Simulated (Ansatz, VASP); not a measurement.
**ZnO (zincite) in two plane-wave programs**

One calculation is typed for both programs; each brings its own data sets and cutoff. How far apart do they land?

Method: plane waves, with VASP 6.6.1 beside it; single point at PBE, in Ansatz 0.2.0.

## (1) Set-up

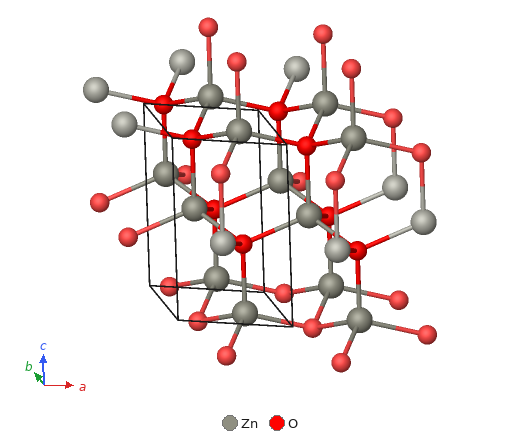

The cell as given, slightly off an axis (zinc grey, oxygen red). 2×2×1 cells are drawn. Some periodic images of atoms are drawn too.

## (2) VASP: single point, PBE

A single point gives forces, pressure and levels at one fixed geometry, so differences don't come from the geometry; what else differs is listed under the comparison.

Lines of VASP's logs that name or quote its potential files are left out, and so is its time.

Input file INCAR:

```
SYSTEM = ZnO
PREC = Accurate
ENCUT = 520
EDIFF = 1E-07
NELM = 100
ISMEAR = 0
SIGMA = 0.01
LREAL = .FALSE.
ALGO = Normal
GGA = PE
NBANDS = 24
LORBIT = 11
LWAVE = .FALSE.
LCHARG = .FALSE.
KPAR = 2
```

Input file POSCAR:

```
ZnO
1.0
    3.2493080000      0.0000000000      0.0000000000
   -1.6246540000      2.8139832727      0.0000000000
    0.0000000000      0.0000000000      5.2057090000
Zn O
2 2
Direct
    0.6666666667      0.3333333333      0.9991540321
    0.3333333333      0.6666666667      0.4991540321
    0.3333333333      0.6666666667      0.8798559679
    0.6666666667      0.3333333333      0.3798559679
```

Input file KPOINTS:

```
Automatic mesh
0
Gamma
8 8 5
0 0 0
```

The projector-augmented-wave data sets are Zn and O (PBE family, release 64).

Command:

```
mpirun -np 2 vasp_std
```

Numbers of over 12 decimals in the logs are rounded to 6 here.

What it wrote:

```text
[banner, memory and clock lines left out]
running    2 mpi-ranks, on    1 nodes
 distrk:  each k-point on    1 cores,    2 groups
 distr:  one band on    1 cores,    1 groups

 POSCAR found type information on POSCAR ZnO
 POSCAR found :  2 types and       4 ions
 LDA part: xc-table for (Slater+PW92), standard interpolation
 POSCAR, INCAR and KPOINTS ok, starting setup
 FFT: planning ... GRIDC
 FFT: planning ... GRID_SOFT
 FFT: planning ... GRID
 WAVECAR not read
 entering main loop
       N       E                     dE             d eps       ncg     rms          rms(c)
DAV:   1     0.280785393501E+03    0.28079E+03   -0.18695E+04  1464   0.219E+03
DAV:   2     0.660787645211E+01   -0.27418E+03   -0.26077E+03  1560   0.422E+02
DAV:   3    -0.206469938526E+02   -0.27255E+02   -0.27037E+02  1640   0.139E+02
DAV:   4    -0.210621511877E+02   -0.41516E+00   -0.41493E+00  1656   0.182E+01
DAV:   5    -0.210646573400E+02   -0.25062E-02   -0.25061E-02  1672   0.136E+00    0.147E+01
DAV:   6    -0.176714733233E+02    0.33932E+01   -0.90386E+00  2504   0.666E+01    0.905E+00
DAV:   7    -0.178523793455E+02   -0.18091E+00   -0.27167E+00  1480   0.182E+01    0.537E+00
DAV:   8    -0.178669355525E+02   -0.14556E-01   -0.60456E-01  2176   0.779E+00    0.166E+00
DAV:   9    -0.178152848393E+02    0.51651E-01   -0.12534E-01  2184   0.663E+00    0.311E-01
DAV:  10    -0.178182673073E+02   -0.29825E-02   -0.43943E-02  1488   0.146E+00    0.145E-01
DAV:  11    -0.178182619768E+02    0.53305E-05   -0.98067E-04  1936   0.340E-01    0.291E-02
DAV:  12    -0.178183166328E+02   -0.54656E-04   -0.78873E-05  1752   0.106E-01    0.304E-02
DAV:  13    -0.178183124133E+02    0.42195E-05   -0.20218E-05  1864   0.896E-02    0.111E-02
DAV:  14    -0.178183113784E+02    0.10349E-05   -0.90280E-06  1704   0.360E-02    0.389E-03
DAV:  15    -0.178183109328E+02    0.44559E-06   -0.11983E-06  1896   0.109E-02    0.112E-03
DAV:  16    -0.178183108817E+02    0.51166E-07   -0.13617E-07   880   0.340E-03
   1 F= -.17818311E+02 E0= -.17818311E+02  d E =-.182920E-14
```

From OUTCAR (step 2):

```text
ion  position               nearest neighbor table
   1  0.667  0.333  0.999-   3 1.98   3 1.98   3 1.98   4 1.98
   2  0.333  0.667  0.499-   4 1.98   4 1.98   4 1.98   3 1.98
   3  0.333  0.667  0.880-   1 1.98   1 1.98   1 1.98   2 1.98
   4  0.667  0.333  0.380-   2 1.98   2 1.98   2 1.98   1 1.98

  LATTYP: Found a hexagonal cell.
 ALAT       =     3.2493080000
 C/A-ratio  =     1.6020977390

 Subroutine GETGRP returns: Found 12 space group operations
 (whereof  6 operations were pure point group operations)

The static configuration has the point symmetry C_3v.
 The point group associated with its full space group is C_6v.

 Found     30 irreducible k-points:

   k-points           NKPTS =     30   k-points in BZ     NKDIM =     30   number of bands    NBANDS=     24

   dimension x,y,z NGX =    24 NGY =   24 NGZ =   40
   dimension x,y,z NGXF=    48 NGYF=   48 NGZF=   80

   ENCUT  =  520.0 eV  38.22 Ry    6.18 a.u.   6.04  6.04  9.68*2*pi/ulx,y,z

   NELECT =      36.0000    total number of electrons

 k-points in reciprocal lattice and weights: Automatic mesh
   0.00000000  0.00000000  0.00000000       0.003
   0.12500000  0.00000000  0.00000000       0.019
   0.25000000  0.00000000  0.00000000       0.019
   0.37500000  0.00000000  0.00000000       0.019
   0.50000000  0.00000000  0.00000000       0.009
   0.12500000  0.12500000  0.00000000       0.019
   0.25000000  0.12500000  0.00000000       0.038
   0.37500000  0.12500000  0.00000000       0.038
   0.25000000  0.25000000  0.00000000       0.019
[...]
0.25000000  0.25000000  0.40000000       0.038
   0.37500000  0.25000000  0.40000000       0.038

 average (electrostatic) potential at core
       1 -35.8006       2 -35.8006       3 -73.1439       4 -73.1439

 E-fermi :   1.2538

 k-point     1 :       0.0000    0.0000    0.0000
  band No.  band energies     occupation
    ...
     14       0.4080      2.00000
     15       0.4080      2.00000
     16       1.1218      2.00000
     17       1.2051      2.00000
     18       1.2051      2.00000
     19       1.9924      0.00000
     20       6.4014      0.00000
     21       9.4569      0.00000
     22      14.0459      0.00000
     23      14.0459      0.00000
    ...

 k-point     2 :       0.1250    0.0000    0.0000
  band No.  band energies     occupation
    ...
     14      -0.1421      2.00000
     15       0.2016      2.00000
     16       0.4030      2.00000
     17       1.0178      2.00000
     18       1.0933      2.00000
     19       3.0035      0.00000
     20       7.0227      0.00000
     21       9.4455      0.00000
     22      12.6540      0.00000
     23      14.2011      0.00000
    ...

 k-point     3 :       0.2500    0.0000    0.0000
  band No.  band energies     occupation
    ...
     14      -1.2837      2.00000
     15      -0.5095      2.00000
     16      -0.2981      2.00000
     17       0.7000      2.00000
     18       0.8063      2.00000
     19       4.4637      0.00000
     20       8.2227      0.00000
     21       9.3698      0.00000
     22      10.8222      0.00000
     23      12.8165      0.00000
    ...

  Total        1.7126202      1.7126202      1.9715118      0.0000000      0.0000000      0.0000000
  in kB       57.6473511     57.6473511     66.3617288      0.0000000      0.0000000      0.0000000
  external PRESSURE =      60.5521436 kB  Pullay stress =       0.0000000 kB

  energy-cutoff  :      520.00
  volume of cell :       47.60
      direct lattice vectors                 reciprocal lattice vectors
     3.249308000  0.000000000  0.000000000     0.307757836  0.177684070  0.000000000
    -1.624654000  2.813983273  0.000000000     0.000000000  0.355368139  0.000000000
     0.000000000  0.000000000  5.205709000     0.000000000  0.000000000  0.192096792

 POSITION                                       TOTAL-FORCE (eV/Angst)
 -----------------------------------------------------------------------------------
      1.62465      0.93799      5.20131        -0.000000      0.000000     -0.012277
     -0.00000      1.87599      2.59845         0.000000      0.000000     -0.012277
     -0.00000      1.87599      4.58027        -0.000000      0.000000      0.012277
      1.62465      0.93799      1.97742         0.000000     -0.000000      0.012277
 -----------------------------------------------------------------------------------
    total drift:                                0.000000      0.000000     -0.002310

  FREE ENERGIE OF THE ION-ELECTRON SYSTEM (eV)
  ---------------------------------------------------
  free  energy   TOTEN  =       -17.8183108817 eV

  energy  without entropy=      -17.8183108817  energy(sigma->0) =      -17.81831088

 total charge
# of ion       s       p       d       tot
------------------------------------------
    1        0.457   0.488   9.904  10.849
    2        0.457   0.488   9.904  10.849
    3        1.550   3.459   0.000   5.009
    4        1.550   3.459   0.000   5.009
--------------------------------------------------
tot          4.014   7.894  19.808  31.716

[... 3 further parts left out ...]
```

The run ends at a pressure of 6.06 GPa, with forces up to 0.012 eV/Å.

## (3) Ansatz: single point, PBE

Ansatz runs on its default PAW (the set named soft_2) files.

The same cell, functional, mesh and smearing now go to Ansatz, which takes its cutoff from its data sets.

Input file input.yaml:

```yaml
crystal:
  lattice:
    - [3.249308, 0.0, 0.0]
    - [-1.624654, 2.8139832727, 0.0]
    - [0.0, 0.0, 5.205709]
  atoms:
    - { symbol: Zn, position: [0.6666666667, 0.3333333333, 0.9991540321] }
    - { symbol: Zn, position: [0.3333333333, 0.6666666667, 0.4991540321] }
    - { symbol: O, position: [0.3333333333, 0.6666666667, 0.8798559679] }
    - { symbol: O, position: [0.6666666667, 0.3333333333, 0.3798559679] }
hamiltonian:
  xc: pbe
  pseudopotentials: { kind: paw }
kpoints:
  mp_grid: { grid: [8, 8, 5] }
scf:
  occupations: { method: gaussian, width: 0.01 }
  n_extra_bands: 5
output:
  forces: true
  stress: true
  eigenvalues: true
```

Command:

```
ansatz run input.yaml --threads 2 --pin off --max-ram 4608MiB --backend cpu --events-out ev --progress --plain --runs-dir out
```

What it wrote:

```text
scf.n_extra_bands = 5 over 18 filled bands (N_el = 36.0): the run solves 23 bands
Engine: ansatz 0.2.0, aarch64-unknown-linux-gnu
Pseudopotentials: kind: paw
Pseudopotential: Zn, paw, valence charge 12, recommended cutoff 420 eV (normal), Zn.paw.azcp
Pseudopotential: O, paw, valence charge 6, recommended cutoff 420 eV (normal), O.paw.azcp
Functional definition: PBE
  parameter kappa = 0.804
  parameter beta = 0.066725
  exchange = pbe_x(kappa = kappa, mu = beta*pi^2/3)
  correlation = pbe_c(beta = beta)
Crystal: 4 atoms, lattice volume = 47.598 Å³
Basis set: ecut = 420 eV, 941 PW (Γ), exchange–correlation on 48×48×72 points (8 copies of the dense FFT grid, shifted against one another)
Bands: 23, of which v1, the nominal top of the filled ones, is band 18 counted from 1 (17 counted from 0)
Symmetry: 12 space group operations
Space group: P63mc (ITA 186), of the structure as read, at distance tolerance 3.6e-5 Å
k-points: 30 of 320 (time reversal used)
Non-local potential: Zn, projectors of the file, l = 0: 2, l = 1: 2, l = 2: 3, l = 3: 1
Non-local potential: O, projectors of the file, l = 0: 2, l = 1: 2, l = 2: 1
PAW form: soft (Blöchl's): semilocal exchange-correlation on the pseudo side does not see the compensation charge
PAW one-centre angular grid: Zn, 590 points (default); XC on 64 Gauss nodes
PAW one-centre angular grid: O, 110 points (default); XC on 64 Gauss nodes
Initial density: superposition of atomic densities (neutral atoms: chi_scale 0, normalization atom), corrected by the library's trained network
Initial wavefunctions: pseudopotential atomic-orbital guess
Functional: x = pbe(κ = 0.804, μ = 0.219515), c = pbe(β = 0.066725)
SCF iter   1: F=—  HF=-7773.665522 eV  |F-HF|=—  |Δ(HF+E_count)|=         —  Δρ=6.72e-4  dr2=6.64e-5  ethr=1.77e-3  ⟨swp⟩=6.0  Hψ=3199  notcnv=0
preconditioner: auto → Resta (q_TF=auto, 2.604 Å⁻¹)  ε∞=6.8  [insulator: Δε(μ)=0.806 eV  Ē_g=13.434 eV  σ=0.010 eV  W_gap=1.00  n_scr=22 (ndim 8)  ℏωp=32.3 eV  f_vac=0.035  D(μ)=0.00/eV (n_scr^D=0)  ε∞_Penn≈6.8]
SCF iter   2: F=—  HF=-7773.666717 eV  |F-HF|=—  |Δ(HF+E_count)|=   1.19e-3  Δρ=4.04e-4  dr2=2.64e-5  ethr=1.85e-7  ⟨swp⟩=2.9  Hψ=1830  notcnv=0  defer=30
SCF iter   3: F=—  HF=-7773.666797 eV  |F-HF|=—  |Δ(HF+E_count)|=   8.04e-5  Δρ=2.30e-4  dr2=1.13e-5  ethr=7.33e-8  ⟨swp⟩=2.0  Hψ=1146  notcnv=0  defer=30
SCF iter   4: F=—  HF=-7773.666838 eV  |F-HF|=—  |Δ(HF+E_count)|=   4.11e-5  Δρ=7.53e-5  dr2=1.88e-6  ethr=3.14e-8  ⟨swp⟩=2.0  Hψ=1192  notcnv=0  defer=30
SCF iter   5: F=—  HF=-7773.666839 eV  |F-HF|=—  |Δ(HF+E_count)|=   1.38e-6  Δρ=2.06e-5  dr2=1.64e-7  ethr=5.21e-9  ⟨swp⟩=2.0  Hψ=1148  notcnv=0  defer=30
SCF iter   6: F=-7773.666840 eV  HF=-7773.666840 eV  |F-HF|=7.23e-8  |Δ(HF+E_count)|=   1.48e-7  Δρ=1.04e-5  dr2=3.72e-8  ethr=2.78e-10  ⟨swp⟩=6.5  Hψ=3061  notcnv=0
SCF 1 converged in 6 iterations: F = -7773.666840 eV  dr2 = 3.72e-8
  greatest PAW one-centre occupation: 0.987 electrons in one spin orbital (limit 2), on the Zn atom at site 1 (counted from 0), in its partial waves of l = 2
SCF converged after 6 iterations
Free energy (F): -7773.666840 eV
Harris-Foulkes:  -7773.666840 eV  (|F-HF|=7.23e-8)
Internal energy: -7773.666840 eV  (E = F + TS)
E sigma→0 (E₀):  -7773.666840 eV
Fermi energy:    7.626457 eV
--- Per-component energies (eV) ---
  E_band       = 65.636198
  E_kinetic    = 611.973033
  E_local      = -4003.412856  (includes V_loc(G=0)·N_el)
  E_nonlocal   = 1335.435460
  E_hartree    = 1645.546805
  E_xc         = -420.046846
  E_vxc        = -289.984327  (∫ρ·V_xc dr)
  E_paw        = -3980.542171  (= ΣΔE_a)
  E_vpaw       = -879.473335  (= ΣTr[D̂ρ^β])
  E_aug_tail   = 0.004238  (compensation charges beyond the density's cutoff)
  E_ewald      = -2962.624504
  E_smearing   = -0.000000  (= −TS)
  E_closure    = 0.000000  (closes the sum)
  Σ components = -7773.666840   (vs F -7773.666840, Δ=0.00e0)
--- Forces (eV/Å), atoms counted from 1 ---
  atom   1  Zn    -0.00000000     0.00000000    -0.01130940
  atom   2  Zn     0.00000000    -0.00000000    -0.01130940
  atom   3  O     -0.00000000     0.00000000     0.01129516
  atom   4  O      0.00000000    -0.00000000     0.01129516
  max |Σ_I F_I| component: 2.85e-5 eV/Å
--- Stress (GPa, compression-positive) ---
        4.605535       0.000000       0.000000
        0.000000       4.605535      -0.000000
        0.000000       0.000000       5.488376
  P = ⅓ Tr σ = 4.8998 GPa (48.998 kbar)
--- Band table (eV; the first three rows and the last of 30) ---
  k-point 0: bands = [... 14 lower, 6.4288, 7.1395, 7.2247, 7.2247, 8.0282, 12.4443, 15.4810, 20.0970, ... 1 higher]
  k-point 1: bands = [... 14 lower, 6.5063, 6.5063, 7.1501, 7.1501, 8.8641, 12.1153, 15.7783, 20.0793, ... 1 higher]
  k-point 2: bands = [... 14 lower, 6.7081, 6.7081, 6.9542, 6.9542, 10.0903, 11.2527, 16.6676, 18.1578, ... 1 higher]
  k-point 29: bands = [... 14 lower, 4.4120, 4.9721, 5.8354, 6.0296, 14.3164, 14.6644, 15.4727, 15.9062, ... 1 higher]
```

Wall time 3 s (2 threads of Arm Neoverse N1, shared host); peak memory 0.31 GiB; 5.6 s of CPU time.

The run ends at a pressure of 4.90 GPa, with forces up to 0.011 eV/Å.

## (4) Differences

Known differences besides the PAW data sets themselves: the cutoff is 420 eV in Ansatz and 520 eV in VASP; VASP leaves aspherical gradient terms in its spheres out (LASPH is not set), Ansatz keeps them. Total energies have different zeros and are not compared.

The two programs side by side:

```csv
quantity,Ansatz,VASP,difference
pressure (GPa),4.90,6.06,-1.16
gap on the k mesh (eV),0.804,0.787,+0.016
```

Ansatz's pressure holds a Pulay correction of 0.74 GPa; VASP's holds none.

## (5) What moves the difference

The difference is large enough to ask for its cause, so further runs change the set-up of one program at a time, as the table lists.

```csv
run,difference in pressure (GPa)
as above,-1.2
Ansatz's larger PAW set (cutoff 900 eV),-1.2
norm-conserving potentials (cutoff 1240 eV),-1.4
```

## (6) Results

* difference in pressure (single point, PBE): -1.2 GPa

What this shows: The difference in pressure is -1.2 GPa (single point, PBE), beyond the 1 GPa picked in this series as the mark of a large difference. For single point, PBE: no further run halves the difference in pressure; only Ansatz's side was varied, and Ansatz's runs with other potentials lie closer to each other than to VASP, which for this quantity points to VASP's side; this was not tested here. 2 further runs on this material are not shown. Differences of this kind measure data sets and numerical settings, not the functional's error against experiment.

[Lines on the potential files, build, host, timing and source positions are cut from VASP's logs without a mark.]

[Logs are printed without paths, hosts, clocks, repeated set-up lines and the standing remarks that a program may print on its own settings, such as how far it seeks lower states.]

[Hosts, paths, dates, database ids (printed as entryN), source tags and the programs' standing remarks are cut or masked in the printed files.]
